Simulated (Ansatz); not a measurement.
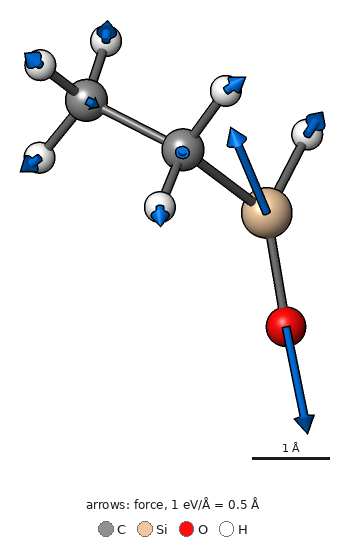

Starting geometry of C$_{2}$H$_{6}$OSi with the computed forces as blue arrows. The picture is a ball-and-stick view, seen from a free direction.

The run prepares an end point of a later path (torsion) calculation, from a guessed geometry.

All numbers below come from RKS revPBE/def2-SVP (Ansatz 0.2.0). (no spin polarisation; force threshold 0.015 eV/Å; at most 40 steps)

### What follows when this structure is relaxed?

It isn't relaxed: the largest force vector, on the O atom, is 2.90 eV/Å. The final displacements have little in common with the starting forces (cosine between the two patterns 0.03). Over 12 accepted moves (13 points after the start) the energy falls by 0.170 eV. Largest force component: 2.6 eV/Å at the start, 0.0052 eV/Å at the end. The line search rejected the trial step at point 11 of the run. The forces were under the threshold at step 9, but the run went on from there. The O atom moves most after the best rigid fit: 0.45 Å. By element the largest moves are O 0.45 Å, H 0.36 Å, C 0.10 Å, Si 0.03 Å. Near-neighbour distances that change, for instance: H–Si 1.458 → 1.514 Å, O–Si 1.507 → 1.558 Å, C–H 1.094 → 1.116 Å, C–C 1.531 → 1.544 Å. Among the angles between lasting bonds that change: Si–C–H 110.9° → 105.4°, C–C–H 108.8° → 112.2°, O–Si–H 125.5° → 122.3°. Groups turn about C–Si by about 25°. The run took 42 s on 1 thread of Arm Neoverse V1, on a shared host, peak memory 0.12 GiB.
